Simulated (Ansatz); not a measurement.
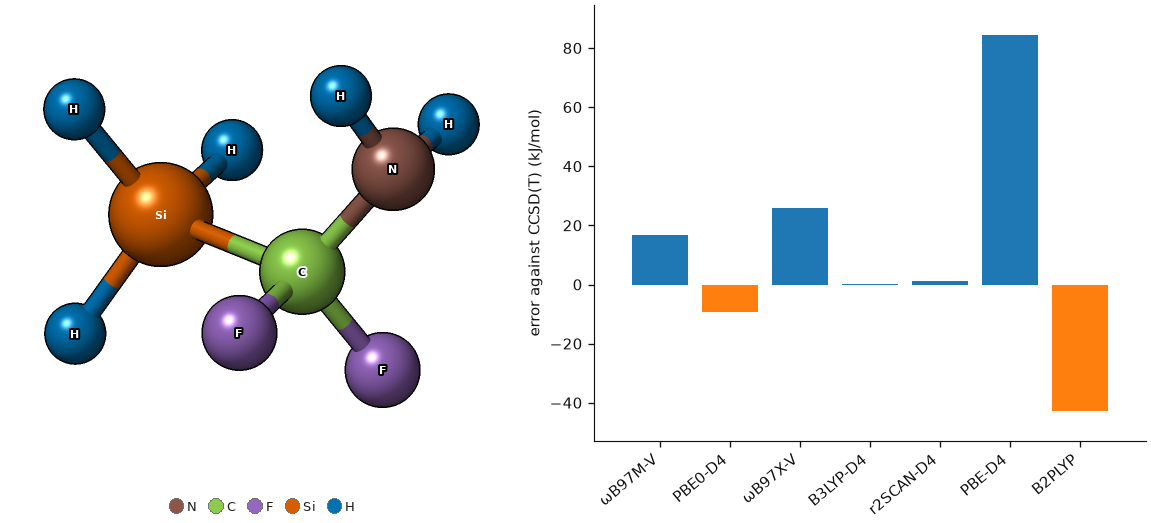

Error in the electronic atomisation energy (method less reference, so positive means overbinding) of CH₅F₂NSi, SMILES NC(F)(F)[SiH3]: functionals in def2-TZVPP against frozen-core CCSD(T) at the limit (MP2 extrapolated from triple and quadruple zeta, plus CCSD(T) less MP2 in a smaller set), which gives 3417.7 kJ/mol, at a PBE0-D4/def2-TZVP geometry (no frequency check), no zero-point or spin-orbit term, the Ansatz code 0.2.0. The reference leaves out core correlation, a term that grows with the number of heavy atoms. B2PLYP holds a correlation term that converges slowly with the basis, so part of the distance to the limit is basis error. No dispersion term is added to B2PLYP.

Q: What range do the values span?

A: From −42.7 kJ/mol (B2PLYP) to 84.5 kJ/mol (PBE-D4).

Q: Which of these levels overbind, and which underbind?

A: Overbind: ωB97X-V and PBE-D4. Underbind: B2PLYP. Within 25 kJ/mol of zero, too close to call in view of what the reference leaves out: ωB97M-V, PBE0-D4, B3LYP-D4 and r2SCAN-D4.
